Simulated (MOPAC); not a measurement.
Run report: InAsH6 (charge +1), geometry relaxation (part 2 of 2)

The same run, continued: InAsH6, charge +1, multiplicity 2; PM7, unrestricted, dispersion built in (MOPAC 23.2.5). The starting geometry was optimised with PM7.

Geometry of the input (Å):
```
As -0.7242  0.3718  -1.1520
In 0.9593  -0.4926  1.4951
H  -1.7439  1.4820  -1.0426
H  -1.5885  -0.6606  -1.8387
H  0.0291  0.8757  -2.3617
H  0.2535  0.6136  2.6139
H  2.5413  -0.1451  0.9033
H  0.4712  -2.1446  1.5750
```

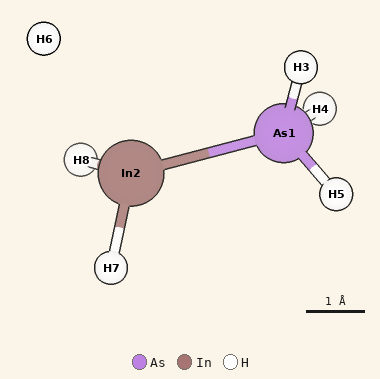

*The geometry at step 24 of the log (ball-and-stick view, seen at a tilt; atoms are numbered from 1 in the order of the input).*

Trajectory as extended XYZ, continued:
```
8
Properties=species:S:1:pos:R:3:forces:R:3 step=6 energy=11.25218
As   -0.5934    0.3121   -0.9611    0.3307  -0.2645   0.6465
In    0.8417   -0.4465    1.2983    0.7847  -0.0361  -1.1523
H    -1.5804    1.3540   -0.8401   -0.6967   0.8764   0.3102
H    -1.4181   -0.7197   -1.5825   -0.3609  -0.7847  -0.2023
H     0.1431    0.7842   -2.1265    0.6719   0.2366  -0.5336
H    -0.0079    0.9589    2.8904   -0.1572   0.2404   0.2712
H     2.5114   -0.1772    0.6085   -0.9493  -0.4679   0.6016
H     0.4426   -2.1578    1.3538    0.3767   0.1998   0.0588
8
Properties=species:S:1:pos:R:3:forces:R:3 step=8 energy=11.05044
As   -0.5638    0.2924   -0.9042   -0.4337   0.3341  -0.3990
In    0.8184   -0.4289    1.2299    0.1961  -0.3354  -0.0375
H    -1.5529    1.4056   -0.7233   -0.0852   0.0085   0.0214
H    -1.3665   -0.7904   -1.5479   -0.1850  -0.1901   0.0365
H     0.1969    0.7656   -2.0996    0.2662   0.1104  -0.0708
H    -0.0983    1.0216    2.9225   -0.0911   0.1494   0.1850
H     2.4480   -0.2388    0.6430    0.0487  -0.2242   0.1890
H     0.4571   -2.1386    1.3486    0.2840   0.1473   0.0752
8
Properties=species:S:1:pos:R:3:forces:R:3 step=9 energy=11.02347
As   -0.5849    0.3039   -0.9388   -0.1636   0.2280  -0.0005
In    0.8353   -0.4370    1.2558   -0.1307  -0.2714  -0.3889
H    -1.5693    1.4209   -0.7224   -0.0252  -0.0865  -0.0710
H    -1.3826   -0.8011   -1.5569   -0.1485  -0.0665   0.0205
H     0.1974    0.7797   -2.1262    0.1303   0.0657   0.0070
H    -0.0848    1.0049    2.9237   -0.1007   0.1620   0.1959
H     2.4581   -0.2446    0.6706    0.1390  -0.2196   0.1631
H     0.4665   -2.1471    1.3769    0.2993   0.1882   0.0737
8
Properties=species:S:1:pos:R:3:forces:R:3 step=11 energy=10.96115
As   -0.5974    0.3177   -0.9479    0.1847  -0.2655   0.1211
In    0.8359   -0.4423    1.2264   -0.1134  -0.1102  -0.1190
H    -1.5618    1.4166   -0.6876   -0.2062   0.0417  -0.1708
H    -1.3670   -0.8727   -1.4830   -0.0154   0.3500  -0.0849
H     0.2592    0.7953   -2.0903   -0.1716  -0.0316  -0.0081
H    -0.1593    1.0746    3.0256   -0.0504   0.0836   0.1082
H     2.4877   -0.3235    0.7426    0.2317  -0.1018   0.0835
H     0.5282   -2.1397    1.4496    0.1406   0.0337   0.0699
8
Properties=species:S:1:pos:R:3:forces:R:3 step=13 energy=10.89590
As   -0.6292    0.3270   -0.9507    0.2118   0.2102  -0.0992
In    0.8539   -0.4540    1.2042    0.4067  -0.2953   0.0886
H    -1.6257    1.4445   -0.8427   -0.0283  -0.0625   0.1003
H    -1.3927   -0.8032   -1.5532   -0.1304  -0.0658  -0.1450
H     0.2615    0.8207   -2.0649   -0.0884  -0.0734  -0.0437
H    -0.1955    1.0892    3.1149   -0.0336   0.0562   0.0752
H     2.5890   -0.4248    0.9184   -0.3398   0.0298   0.0597
H     0.6323   -2.1318    1.6463    0.0020   0.2007  -0.0359
8
Properties=species:S:1:pos:R:3:forces:R:3 step=14 energy=10.88780
As   -0.6299    0.3288   -0.9547    0.2190   0.0499  -0.0638
In    0.8567   -0.4555    1.2116    0.1741  -0.1168  -0.0262
H    -1.6226    1.4424   -0.8267   -0.0592  -0.0323   0.0660
H    -1.3939   -0.8068   -1.5645   -0.0931   0.0198  -0.0794
H     0.2552    0.8144   -2.0743   -0.0743  -0.0372  -0.0396
H    -0.1902    1.0839    3.0989   -0.0353   0.0588   0.0785
H     2.5741   -0.4134    0.9062   -0.1325   0.0149   0.0466
H     0.6226   -2.1254    1.6340    0.0014   0.0430   0.0179
8
Properties=species:S:1:pos:R:3:forces:R:3 step=16 energy=10.87634
As   -0.6343    0.3332   -0.9655    0.1227  -0.0849  -0.0217
In    0.8640   -0.4607    1.2132   -0.0428  -0.0372  -0.0639
H    -1.6376    1.4392   -0.8029    0.0263  -0.0622   0.0029
H    -1.4074   -0.7921   -1.6026   -0.0420   0.0777   0.0236
H     0.2445    0.8058   -2.0919   -0.0635   0.0487  -0.0323
H    -0.2051    1.1003    3.1392   -0.0298   0.0506   0.0664
H     2.5731   -0.4239    0.9291    0.0510   0.0287   0.0089
H     0.6371   -2.1156    1.6794   -0.0220  -0.0215   0.0162
8
Properties=species:S:1:pos:R:3:forces:R:3 step=17 energy=10.86887
As   -0.6329    0.3342   -0.9724    0.0480  -0.1131   0.0042
In    0.8661   -0.4642    1.2091   -0.0436  -0.0537  -0.0513
H    -1.6479    1.4284   -0.7771    0.0929  -0.0536  -0.0413
H    -1.4196   -0.7748   -1.6220   -0.0311   0.0396   0.0483
H     0.2361    0.8020   -2.1067   -0.0651   0.1027  -0.0153
H    -0.2256    1.1288    3.2017   -0.0249   0.0428   0.0554
H     2.5773   -0.4330    0.9411    0.0609   0.0383   0.0034
H     0.6505   -2.1098    1.7168   -0.0371  -0.0030  -0.0034
8
Properties=species:S:1:pos:R:3:forces:R:3 step=19 energy=10.85700
As   -0.6216    0.3304   -0.9802   -0.0392  -0.0928   0.0091
In    0.8635   -0.4696    1.1949    0.1412  -0.0941   0.0009
H    -1.6497    1.3992   -0.7311    0.1166   0.0474  -0.0657
H    -1.4424   -0.7488   -1.6255   -0.0209  -0.0798  -0.0001
H     0.2194    0.8132   -2.1298   -0.0771   0.1154   0.0245
H    -0.2750    1.2077    3.3596   -0.0188   0.0320   0.0407
H     2.5836   -0.4389    0.9372   -0.0469   0.0396   0.0226
H     0.6651   -2.1005    1.7622   -0.0550   0.0324  -0.0319
8
Properties=species:S:1:pos:R:3:forces:R:3 step=20 energy=10.85156
As   -0.6162    0.3272   -0.9832   -0.0630  -0.0723   0.0018
In    0.8624   -0.4722    1.1890    0.1962  -0.0806   0.0076
H    -1.6430    1.3905   -0.7192    0.0894   0.0900  -0.0480
H    -1.4523   -0.7442   -1.6193   -0.0023  -0.1012  -0.0309
H     0.2104    0.8274   -2.1363   -0.0761   0.0808   0.0313
H    -0.2978    1.2475    3.4363   -0.0167   0.0280   0.0357
H     2.5837   -0.4365    0.9287   -0.0708   0.0325   0.0318
H     0.6653   -2.0973    1.7709   -0.0566   0.0227  -0.0293
8
Properties=species:S:1:pos:R:3:forces:R:3 step=22 energy=10.83864
As   -0.6102    0.3182   -0.9983   -0.1337  -0.0008   0.0152
In    0.8679   -0.4833    1.1755    0.1333  -0.0258  -0.0117
H    -1.6190    1.3894   -0.7063    0.0136   0.1003   0.0188
H    -1.4822   -0.7392   -1.6176    0.0850  -0.0500  -0.0615
H     0.1779    0.8813   -2.1497   -0.0404  -0.0502   0.0114
H    -0.3699    1.3723    3.6785   -0.0098   0.0159   0.0204
H     2.5851   -0.4327    0.9246    0.0073   0.0176   0.0273
H     0.6639   -2.0871    1.8055   -0.0554  -0.0068  -0.0198
8
Properties=species:S:1:pos:R:3:forces:R:3 step=24 energy=10.83192
As   -0.6211    0.3173   -1.0051   -0.0841   0.0294   0.0408
In    0.8785   -0.4899    1.1722   -0.0366   0.0063  -0.0534
H    -1.6062    1.4166   -0.7144   -0.0045  -0.0219   0.0145
H    -1.4779   -0.7438   -1.6470    0.0652   0.0336   0.0071
H     0.1666    0.8898   -2.1496    0.0121  -0.0521  -0.0228
H    -0.4007    1.4190    3.7612   -0.0073   0.0116   0.0150
H     2.5932   -0.4381    0.9559    0.1109   0.0261  -0.0001
H     0.6607   -2.0813    1.8229   -0.0557  -0.0330  -0.0011
8
Properties=species:S:1:pos:R:3:forces:R:3 step=25 energy=10.82898
As   -0.6211    0.3167   -1.0041    0.0455   0.0062   0.0032
In    0.8790   -0.4933    1.1616    0.1673  -0.0202  -0.0091
H    -1.5975    1.4091   -0.6959   -0.0679   0.0586  -0.0002
H    -1.4683   -0.7374   -1.6531   -0.0254  -0.0517  -0.0080
H     0.1646    0.8769   -2.1573    0.0121  -0.0065   0.0052
H    -0.4330    1.4692    3.8435   -0.0050   0.0079   0.0102
H     2.6077   -0.4369    0.9672   -0.0723   0.0217   0.0114
H     0.6567   -2.0784    1.8290   -0.0543  -0.0159  -0.0127
8
Properties=species:S:1:pos:R:3:forces:R:3 step=27 energy=10.82665
As   -0.6222    0.3138   -1.0095    0.0182   0.0382   0.0408
In    0.8856   -0.4991    1.1553    0.0244  -0.0354  -0.0250
H    -1.5837    1.4225   -0.6862   -0.0543  -0.0429  -0.0311
H    -1.4675   -0.7475   -1.6578   -0.0208   0.0270   0.0290
H     0.1530    0.8800   -2.1649    0.0369  -0.0137  -0.0118
H    -0.4720    1.5391    3.9655   -0.0023   0.0037   0.0047
H     2.6085   -0.4205    0.9717    0.0141   0.0012   0.0110
H     0.6325   -2.0836    1.8188   -0.0162   0.0220  -0.0175
8
Properties=species:S:1:pos:R:3:forces:R:3 step=28 energy=10.82604
As   -0.6223    0.3144   -1.0091    0.0270   0.0347   0.0306
In    0.8859   -0.4996    1.1548    0.0393  -0.0312  -0.0268
H    -1.5863    1.4207   -0.6903   -0.0565  -0.0243  -0.0205
H    -1.4682   -0.7463   -1.6558   -0.0226   0.0114   0.0217
H     0.1537    0.8784   -2.1656    0.0330  -0.0142  -0.0077
H    -0.4733    1.5407    3.9680   -0.0023   0.0036   0.0045
H     2.6099   -0.4201    0.9740   -0.0002   0.0031   0.0137
H     0.6323   -2.0835    1.8186   -0.0177   0.0170  -0.0155
8
Properties=species:S:1:pos:R:3:forces:R:3 step=30 energy=10.82316
As   -0.6236    0.3190   -1.0088    0.0215   0.0061  -0.0071
In    0.8933   -0.5076    1.1445    0.0475  -0.0049  -0.0101
H    -1.6055    1.4149   -0.7160   -0.0215   0.0271   0.0139
H    -1.4748   -0.7478   -1.6357   -0.0118  -0.0305  -0.0077
H     0.1575    0.8606   -2.1740    0.0061  -0.0058   0.0065
H    -0.5134    1.6022    4.0677   -0.0007   0.0010   0.0012
H     2.6219   -0.4085    1.0051   -0.0379  -0.0029   0.0117
H     0.6147   -2.0859    1.8094   -0.0032   0.0099  -0.0083
8
Properties=species:S:1:pos:R:3:forces:R:3 step=32 energy=10.82283
As   -0.6243    0.3196   -1.0091   -0.0022  -0.0013   0.0015
In    0.8957   -0.5097    1.1406    0.0029   0.0023  -0.0023
H    -1.6066    1.4178   -0.7153    0.0019  -0.0039  -0.0001
H    -1.4745   -0.7533   -1.6317   -0.0010   0.0018   0.0000
H     0.1586    0.8565   -2.1746   -0.0009   0.0010  -0.0006
H    -0.5289    1.6251    4.1032   -0.0003   0.0004   0.0003
H     2.6225   -0.4068    1.0143   -0.0003  -0.0027   0.0037
H     0.6085   -2.0859    1.8052   -0.0001   0.0024  -0.0025
8
Properties=species:S:1:pos:R:3:forces:R:3 step=33 energy=10.82281
As   -0.6243    0.3195   -1.0097    0.0025   0.0002  -0.0031
In    0.8968   -0.5110    1.1385    0.0067   0.0045   0.0000
H    -1.6065    1.4172   -0.7149   -0.0006   0.0019   0.0022
H    -1.4756   -0.7525   -1.6314   -0.0030  -0.0039  -0.0023
H     0.1573    0.8565   -2.1762   -0.0016   0.0003   0.0016
H    -0.5372    1.6380    4.1254   -0.0001   0.0001  -0.0001
H     2.6240   -0.4067    1.0184   -0.0033  -0.0022   0.0026
H     0.6072   -2.0850    1.8065   -0.0006  -0.0009  -0.0009
8
Properties=species:S:1:pos:R:3:forces:R:3 step=35 energy=10.82280
As   -0.6246    0.3194   -1.0105   -0.0001  -0.0016   0.0013
In    0.8977   -0.5117    1.1375   -0.0012   0.0022   0.0001
H    -1.6060    1.4175   -0.7135    0.0004  -0.0019  -0.0001
H    -1.4767   -0.7524   -1.6325   -0.0004   0.0011   0.0004
H     0.1560    0.8571   -2.1771   -0.0002   0.0010  -0.0010
H    -0.5425    1.6463    4.1398    0.0000  -0.0001  -0.0003
H     2.6248   -0.4077    1.0220    0.0027  -0.0004   0.0006
H     0.6067   -2.0843    1.8082   -0.0011  -0.0003  -0.0010
8
Properties=species:S:1:pos:R:3:forces:R:3 step=36 energy=10.82279
As   -0.6246    0.3194   -1.0104    0.0002  -0.0014   0.0005
In    0.8975   -0.5115    1.1377    0.0000   0.0019  -0.0005
H    -1.6061    1.4174   -0.7136    0.0003  -0.0013   0.0003
H    -1.4766   -0.7524   -1.6324   -0.0006   0.0005   0.0002
H     0.1562    0.8571   -2.1769   -0.0005   0.0009  -0.0006
H    -0.5414    1.6445    4.1368    0.0000  -0.0001  -0.0003
H     2.6247   -0.4076    1.0215    0.0017  -0.0004   0.0012
H     0.6068   -2.0845    1.8077   -0.0011  -0.0001  -0.0007
8
Properties=species:S:1:pos:R:3:forces:R:3 step=38 energy=10.82279
As   -0.6245    0.3192   -1.0103    0.0010   0.0000  -0.0007
In    0.8974   -0.5111    1.1380    0.0018   0.0009   0.0000
H    -1.6061    1.4170   -0.7132   -0.0004   0.0004   0.0007
H    -1.4769   -0.7522   -1.6323   -0.0001  -0.0010   0.0000
H     0.1560    0.8572   -2.1769   -0.0010   0.0004   0.0002
H    -0.5398    1.6424    4.1325    0.0000   0.0000  -0.0002
H     2.6248   -0.4081    1.0223   -0.0007  -0.0006   0.0006
H     0.6061   -2.0849    1.8059   -0.0006  -0.0001  -0.0006
8
Properties=species:S:1:pos:R:3:forces:R:3 step=39 energy=10.82280
As   -0.6243    0.3187   -1.0097    0.0010   0.0038  -0.0005
In    0.8969   -0.5096    1.1394    0.0001  -0.0026  -0.0006
H    -1.6059    1.4161   -0.7113   -0.0008   0.0012  -0.0006
H    -1.4775   -0.7520   -1.6319    0.0022  -0.0013   0.0006
H     0.1556    0.8578   -2.1763   -0.0019  -0.0007   0.0005
H    -0.5335    1.6337    4.1155   -0.0002   0.0002   0.0001
H     2.6246   -0.4097    1.0241   -0.0013  -0.0002  -0.0007
H     0.6040   -2.0864    1.7995    0.0008  -0.0003   0.0012
8
Properties=species:S:1:pos:R:3:forces:R:3 step=41 energy=10.82279
As   -0.6246    0.3193   -1.0102    0.0010  -0.0005  -0.0004
In    0.8975   -0.5111    1.1379    0.0005   0.0001   0.0001
H    -1.6063    1.4171   -0.7134   -0.0002   0.0000   0.0005
H    -1.4768   -0.7524   -1.6321    0.0001  -0.0003   0.0002
H     0.1560    0.8570   -2.1768   -0.0010   0.0005  -0.0003
H    -0.5400    1.6427    4.1326    0.0000   0.0000  -0.0002
H     2.6250   -0.4082    1.0232   -0.0001   0.0000   0.0004
H     0.6059   -2.0850    1.8056   -0.0004   0.0002  -0.0003
```

Key numbers:

```csv
quantity,value
outcome,converged
total energy,−9.297815 hartree
dispersion energy,−0.000129 hartree
heat of formation,249.58 kcal/mol
basis functions,19
largest force,0.001 eV/Å
⟨S²⟩,0.750
peak memory,0.073 GiB
```

MOPAC's energies along a path are heats of formation.
